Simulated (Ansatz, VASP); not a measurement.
# MgCdSeS in two plane-wave programs

Wanted: the spread between two codes on one cell, functional and k mesh. The cell is invented: As first built, before any earlier steps moved the atoms (in the runner's words): it takes the ZnCdSeS structure with some of its atoms replaced by other elements, volume scaled by an estimate. It may not be a known or stable phase. The cell is taken from a series of VASP runs on this material, whose earlier steps may have relaxed, scaled or displaced it; both programs get it as it stands. Other levels of theory on this material are compared in a session of their own. Valence electrons are named where the data sets of a main pair hold unlike numbers.

Program: Ansatz 0.2.0. Level of theory: plane waves, with VASP 6.6.1 beside it; band structure at PBE with D3(BJ). Results are calculated unless marked as measured.

### Step 1. Set-up

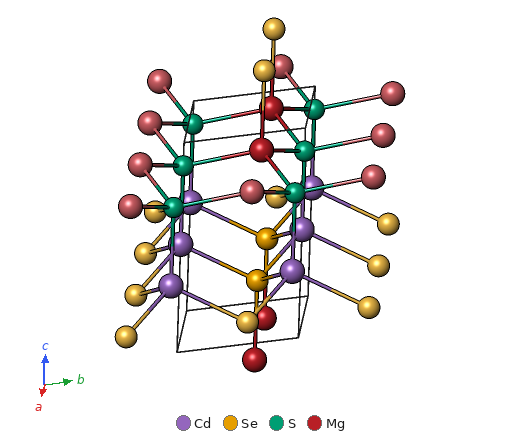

Start, viewed slightly off an axis; cadmium purple, selenium orange, sulfur teal, magnesium red. 2×1×1 cells are drawn. Some periodic images of atoms are drawn too.

### Step 2. Ansatz: band structure, PBE with D3(BJ)

Ansatz runs on its default PAW (the set named soft_2) files.

Levels along a path test the potential and the projectors away from the mesh points.

The input, input.yaml:

```yaml
crystal:
  lattice:
    - [4.1477180915, -3.5e-09, 0.0]
    - [-2.0738595516, 3.5920294095, 0.0]
    - [0.0, 0.0, 6.7863525304]
  atoms:
    - { symbol: Cd, position: [0.0, 0.0, 0.5157483855] }
    - { symbol: Se, position: [0.33333333, 0.66666667, 0.3624382654] }
    - { symbol: S, position: [0.0, 0.0, 0.8895062893] }
    - { symbol: Mg, position: [0.33333333, 0.66666667, 0.9843070599] }
hamiltonian:
  xc: pbe
  pseudopotentials: { kind: paw }
  dispersion: d3bj
kpoints:
  mp_grid: { grid: [6, 6, 4] }
  band_path:
    path:
      - [0.0, 0.0, 0.0]
      - [0.13333, 0.0, 0.0]
      - [0.3, 0.0, 0.0]
      - [0.46667, 0.0, 0.0]
      - [0.46667, 0.06667, 0.0]
      - [0.41111, 0.17778, 0.0]
      - [0.35556, 0.28889, 0.0]
      - [0.28889, 0.28889, 0.0]
      - [0.17778, 0.17778, 0.0]
      - [0.06667, 0.06667, 0.0]
      - [0.0, 0.0, 0.03333]
      - [0.0, 0.0, 0.2]
      - [0.0, 0.0, 0.36667]
      - [0.0, 0.0, 0.5]
      - [0.16667, 0.0, 0.5]
      - [0.3, 0.0, 0.5]
      - [0.46667, 0.0, 0.5]
      - [0.46667, 0.06667, 0.5]
      - [0.41111, 0.17778, 0.5]
      - [0.35556, 0.28889, 0.5]
      - [0.28889, 0.28889, 0.5]
      - [0.17778, 0.17778, 0.5]
      - [0.06667, 0.06667, 0.5]
      - [0.5, 0.0, 0.46667]
      - [0.5, 0.0, 0.3]
      - [0.5, 0.0, 0.13333]
      - [0.33333, 0.33333, 0.0]
      - [0.33333, 0.33333, 0.16667]
      - [0.33333, 0.33333, 0.33333]
      - [0.33333, 0.33333, 0.5]
    npoints: 1
scf:
  occupations: { method: fermi_dirac, width: 0.05 }
  n_extra_bands: 8
output:
  forces: true
  stress: true
  eigenvalues: true
```

Command:

```bash
ansatz run input.yaml --threads 2 --pin off --max-ram 4608MiB --backend cpu --events-out ev --progress --plain --runs-dir out
```

Numbers of over 12 decimals in the logs are rounded to 6 here.

What it wrote:

```text
Warning: the atoms were moved onto the symmetric positions of the space group found under crystal.symmetry.tolerance 1.0e-5 (fractional; no operation is sought that the atoms, as they stand in a round, miss by more than twice it, and no atom is moved by as much as it), and the run uses the moved positions. Before a round's move an operation carried an atom to 2.07e-8 Å from where it should land, the largest such dist [...]
scf.n_extra_bands = 8 over 26 filled bands (N_el = 52.0): the run solves 34 bands
Engine: ansatz 0.2.0, aarch64-unknown-linux-gnu
Pseudopotentials: kind: paw
Pseudopotential: Cd, paw, valence charge 20, recommended cutoff 420 eV (normal), Cd.paw.azcp
Pseudopotential: Se, paw, valence charge 16, recommended cutoff 420 eV (normal), Se.paw.azcp
Pseudopotential: S, paw, valence charge 6, recommended cutoff 420 eV (normal), S.paw.azcp
Pseudopotential: Mg, paw, valence charge 10, recommended cutoff 420 eV (normal), Mg.paw.azcp
Functional definition: PBE
  parameter kappa = 0.804
  parameter beta = 0.066725
  exchange = pbe_x(kappa = kappa, mu = beta*pi^2/3)
  correlation = pbe_c(beta = beta)
Crystal: 4 atoms, lattice volume = 101.108 Å³
Basis set: ecut = 420 eV, 1973 PW (Γ), exchange–correlation on 60×60×96 points (8 copies of the dense FFT grid, shifted against one another)
Bands: 34, of which v1, the nominal top of the filled ones, is band 26 counted from 1 (25 counted from 0)
Symmetry: 6 space group operations
Space group: P3m1 (ITA 156), of the structure as read, at distance tolerance 4.7e-5 Å
k-points: 24 of 144 (time reversal used)
Non-local potential: Cd, projectors of the file, l = 0: 3, l = 1: 2, l = 2: 2, l = 3: 1
Non-local potential: Se, projectors of the file, l = 0: 2, l = 1: 2, l = 2: 3, l = 3: 1
Non-local potential: S, projectors of the file, l = 0: 2, l = 1: 2, l = 2: 2
Non-local potential: Mg, projectors of the file, l = 0: 3, l = 1: 2, l = 2: 1
PAW form: soft (Blöchl's): semilocal exchange-correlation on the pseudo side does not see the compensation charge
PAW one-centre angular grid: Cd, 590 points (default); XC on 64 Gauss nodes
PAW one-centre angular grid: Se, 590 points (default); XC on 64 Gauss nodes
PAW one-centre angular grid: S, 110 points (default); XC on 64 Gauss nodes
PAW one-centre angular grid: Mg, 110 points (default); XC on 64 Gauss nodes
Initial density: superposition of atomic densities (neutral atoms: chi_scale 0, normalization atom), corrected by the library's trained network
Initial wavefunctions: pseudopotential atomic-orbital guess
Functional: x = pbe(κ = 0.804, μ = 0.219515), c = pbe(β = 0.066725)
SCF iter   1: F=—  HF=-16554.509617 eV  |F-HF|=—  |Δ(HF+E_count)|=         —  Δρ=8.08e-4  dr2=1.91e-3  ethr=1.77e-3  ⟨swp⟩=6.7  Hψ=3449  notcnv=0  defer=9
preconditioner: auto → Resta (q_TF=auto, 2.442 Å⁻¹)  ε∞=3.5  [insulator: Δε(μ)=1.427 eV  Ē_g=11.877 eV  σ=0.050 eV  W_gap=1.00  n_scr=22 (ndim 8)  ℏωp=18.8 eV  f_vac=0.121  D(μ)=0.00/eV (n_scr^D=0)  ε∞_Penn≈3.5]
SCF iter   2: F=—  HF=-16554.510267 eV  |F-HF|=—  |Δ(HF+E_count)|=   6.50e-4  Δρ=4.40e-4  dr2=5.06e-4  ethr=3.68e-6  ⟨swp⟩=2.0  Hψ=1340  notcnv=0  defer=23
SCF iter   3: F=—  HF=-16554.510222 eV  |F-HF|=—  |Δ(HF+E_count)|=   4.49e-5  Δρ=1.99e-4  dr2=5.94e-5  ethr=9.73e-7  ⟨swp⟩=2.5  Hψ=1172  notcnv=0  defer=23
SCF iter   4: F=—  HF=-16554.510220 eV  |F-HF|=—  |Δ(HF+E_count)|=   1.93e-6  Δρ=7.69e-5  dr2=1.13e-5  ethr=1.14e-7  ⟨swp⟩=2.0  Hψ=1161  notcnv=0  defer=23
SCF iter   5: F=—  HF=-16554.510225 eV  |F-HF|=—  |Δ(HF+E_count)|=   4.58e-6  Δρ=2.61e-5  dr2=1.31e-6  ethr=2.17e-8  ⟨swp⟩=2.0  Hψ=1170  notcnv=0  defer=23
SCF iter   6: F=—  HF=-16554.510225 eV  |F-HF|=—  |Δ(HF+E_count)|=   2.51e-7  Δρ=9.23e-6  dr2=1.21e-7  ethr=2.52e-9  ⟨swp⟩=2.0  Hψ=1258  notcnv=0  defer=23
SCF iter   7: F=-16554.510225 eV  HF=-16554.510225 eV  |F-HF|=2.65e-8  |Δ(HF+E_count)|=   1.47e-7  Δρ=4.37e-6  dr2=2.15e-8  ethr=1.92e-10  ⟨swp⟩=8.5  Hψ=3823  notcnv=0
SCF 1 converged in 7 iterations: F = -16554.510225 eV  dr2 = 2.15e-8
  greatest PAW one-centre occupation: 1.000 electrons in one spin orbital (limit 2), on the Cd atom at site 0 (counted from 0), in its partial waves of l = 0
NSCF: frozen V_eff on 30 k-points
SCF converged after 7 iterations
Free energy (F): -16554.510225 eV
Harris-Foulkes:  -16554.510225 eV  (|F-HF|=2.65e-8)
Internal energy: -16554.510225 eV  (E = F + TS)
E sigma→0 (E₀):  -16554.510225 eV
Entropy (-TS):   -0.000000 eV (-0.000 meV/atom)
Fermi energy:    6.887717 eV
--- Per-component energies (eV) ---
  E_band       = -1276.860557
  E_kinetic    = 808.183763
  E_local      = -9019.548988  (includes V_loc(G=0)·N_el)
  E_nonlocal   = -439.039742
  E_hartree    = 4086.773133
  E_xc         = -408.347662
  E_vxc        = -446.331222  (∫ρ·V_xc dr)
  E_paw        = -6887.161280  (= ΣΔE_a)
  E_vpaw       = -353.675110  (= ΣTr[D̂ρ^β])
  E_aug_tail   = -0.000576  (compensation charges beyond the density's cutoff)
  E_ewald      = -4694.186549
  E_disp       = -1.182325  (pairwise vdW)
  E_smearing   = -0.000000  (= −TS)
  E_closure    = 0.000000  (closes the sum)
  Σ components = -16554.510225   (vs F -16554.510225, Δ=0.00e0)
--- Forces (eV/Å), atoms counted from 1 ---
  atom   1  Cd     0.00000000    -0.00000000    -0.00199924
  atom   2  Se     0.00000000     0.00000000     0.04309356
  atom   3  S      0.00000000    -0.00000000    -0.03198326
  atom   4  Mg     0.00000000     0.00000000    -0.00913426
  max |Σ_I F_I| component: 2.32e-5 eV/Å
--- Stress (GPa, compression-positive) ---
        0.101968       0.000000      -0.000000
        0.000000       0.101968      -0.000000
       -0.000000      -0.000000      -0.000857
  P = ⅓ Tr σ = 0.0677 GPa (0.677 kbar)
--- Band table (eV; the first three rows and the last of 24) ---
  k-point 0: bands = [... 22 lower, 4.4784, 5.5542, 6.1207, 6.1207, 7.5815, 9.2983, 12.3532, 12.3532, ... 4 higher]
  k-point 1: bands = [... 22 lower, 4.5062, 4.7180, 6.0812, 6.0812, 8.3728, 9.3981, 12.1052, 12.3579, ... 4 higher]
  k-point 2: bands = [... 22 lower, 4.5354, 4.5354, 6.0404, 6.0404, 9.0469, 9.5195, 11.7238, 12.4213, ... 4 higher]
  k-point 23: bands = [... 22 lower, 3.1364, 3.7829, 4.7315, 4.8099, 9.8266, 10.6134, 11.1705, 12.1351, ... 4 higher]
```

Elapsed: 6.7 s, on 2 threads of Arm Neoverse V1, shared host; peak memory 0.38 GiB; 13 s of CPU time.

The column dr2 measures how far the density is from self-consistency, as an energy; F and HF (Harris–Foulkes) agree once it is small.

### Step 3. VASP: band structure, PBE with D3(BJ)

The same cell, functional, mesh and smearing now go to VASP, with its own data sets.

Lines of VASP's logs that name or quote its potential files are left out, and so is its time.

The input, INCAR:

```
SYSTEM = MgCdSeS
PREC = Accurate
ENCUT = 400
EDIFF = 1E-06
NELM = 100
ISMEAR = -1
SIGMA = 0.05
LREAL = .FALSE.
ALGO = Normal
GGA = PE
IVDW = 12
NBANDS = 27
LORBIT = 11
LWAVE = .FALSE.
LCHARG = .FALSE.
KPAR = 2
```

The input, POSCAR:

```
MgCdSeS
1.0
    4.1477180915     -0.0000000035      0.0000000000
   -2.0738595516      3.5920294095      0.0000000000
    0.0000000000      0.0000000000      6.7863525304
Cd Se S Mg
1 1 1 1
Direct
    0.0000000000      0.0000000000      0.5157483855
    0.3333333300      0.6666666700      0.3624382654
    0.0000000000      0.0000000000      0.8895062893
    0.3333333300      0.6666666700      0.9843070599
```

The input, KPOINTS:

```
Automatic mesh
0
Gamma
6 6 4
0 0 0
```

The input, KPOINTS_OPT:

```
Line mode
16
Line-mode
Reciprocal
  0.00000000   0.00000000   0.00000000 GAMMA
  0.50000000   0.00000000   0.00000000 M

  0.50000000   0.00000000   0.00000000 M
  0.33333333   0.33333333   0.00000000 K

  0.33333333   0.33333333   0.00000000 K
  0.00000000   0.00000000   0.00000000 GAMMA

  0.00000000   0.00000000   0.00000000 GAMMA
  0.00000000   0.00000000   0.50000000 A

  0.00000000   0.00000000   0.50000000 A
  0.50000000   0.00000000   0.50000000 L

  0.50000000   0.00000000   0.50000000 L
  0.33333333   0.33333333   0.50000000 H

  0.33333333   0.33333333   0.50000000 H
  0.00000000   0.00000000   0.50000000 A

  0.50000000   0.00000000   0.50000000 L
  0.50000000   0.00000000   0.00000000 M

  0.33333333   0.33333333   0.00000000 K
  0.33333333   0.33333333   0.50000000 H
```

PAW data sets: Cd, Se, S and Mg (PBE family, release 64).

Command:

```bash
mpirun -np 2 vasp_std
```

What it wrote:

```text
[banner, memory and clock lines left out]
running    2 mpi-ranks, on    1 nodes
 distrk:  each k-point on    1 cores,    2 groups
 distr:  one band on    1 cores,    1 groups

 POSCAR found type information on POSCAR CdSeS Mg
 POSCAR found :  4 types and       4 ions
 LDA part: xc-table for (Slater+PW92), standard interpolation
 POSCAR, INCAR and KPOINTS ok, starting setup
 FFT: planning ... GRIDC
 FFT: planning ... GRID_SOFT
 FFT: planning ... GRID
 WAVECAR not read
 entering main loop
       N       E                     dE             d eps       ncg     rms          rms(c)
DAV:   1     0.118293077994E+03    0.11829E+03   -0.94002E+03  1296   0.666E+02
DAV:   2    -0.808487049675E+01   -0.12638E+03   -0.12050E+03  1558   0.184E+02
DAV:   3    -0.146745199757E+02   -0.65896E+01   -0.65590E+01  1594   0.413E+01
DAV:   4    -0.147228502266E+02   -0.48330E-01   -0.48318E-01  1543   0.369E+00
DAV:   5    -0.147234379476E+02   -0.58772E-03   -0.58771E-03  1598   0.397E-01    0.784E+00
DAV:   6    -0.138013736062E+02    0.92206E+00   -0.14137E+00  1481   0.897E+00    0.633E+00
DAV:   7    -0.137610523474E+02    0.40321E-01   -0.58005E-01  1549   0.322E+00    0.318E+00
DAV:   8    -0.137667917227E+02   -0.57394E-02   -0.42242E-02  1464   0.167E+00    0.578E-01
DAV:   9    -0.137676034421E+02   -0.81172E-03   -0.68927E-03  1420   0.764E-01    0.100E-01
DAV:  10    -0.137679951002E+02   -0.39166E-03   -0.92665E-04  1476   0.237E-01    0.881E-02
DAV:  11    -0.137682358562E+02   -0.24076E-03   -0.30416E-04  1407   0.805E-02    0.348E-02
DAV:  12    -0.137682473805E+02   -0.11524E-04   -0.54710E-05  1547   0.471E-02    0.104E-02
DAV:  13    -0.137682512195E+02   -0.38390E-05   -0.92381E-06  1427   0.187E-02    0.277E-03
DAV:  14    -0.137682514516E+02   -0.23204E-06   -0.59614E-07  1359   0.596E-03
   1 F= -.14950292E+02 E0= -.14950292E+02  d E =-.216600E-07
 Start KPOINTS_OPT (optional k-point list driver)
k-point batch [1-24\144]
       N       E                     dE             ncg
DAV:   1     0.538159126387E+03   -0.10362E+05     1296
DAV:   2    -0.246762349625E+04   -0.30058E+04     1548
DAV:   3    -0.262004391389E+04   -0.15242E+03     1630
DAV:   4    -0.262113326557E+04   -0.10894E+01     1533
DAV:   5    -0.262114604622E+04   -0.12781E-01     1601
DAV:   6    -0.262114628930E+04   -0.24308E-03     1557
DAV:   7    -0.262114629490E+04   -0.55925E-05     1591
DAV:   8    -0.262114629502E+04   -0.12649E-06     1112
[...]
k-point batch [121-144\144]
       N       E                     dE             ncg
DAV:   1     0.321945082892E+03   -0.17360E+05     1296
DAV:   2    -0.258065036342E+04   -0.29026E+04     1605
DAV:   3    -0.272298945925E+04   -0.14234E+03     1570
DAV:   4    -0.272398804822E+04   -0.99859E+00     1541
DAV:   6    -0.272400026657E+04   -0.21871E-03     1581
DAV:   7    -0.272400027122E+04   -0.46469E-05     1563
DAV:   8    -0.272400027132E+04   -0.97176E-07     1045
```

(Part 1 of 2 ends here.)

[Lines on the potential files, build, host, timing and source positions are cut from VASP's logs without a mark.]

[Logs are printed without paths, hosts, clocks, repeated set-up lines and the standing remarks that a program may print on its own settings, such as how far it seeks lower states.]

[Hosts, paths, dates, database ids (printed as entryN), source tags and the programs' standing remarks are cut or masked in the printed files.]
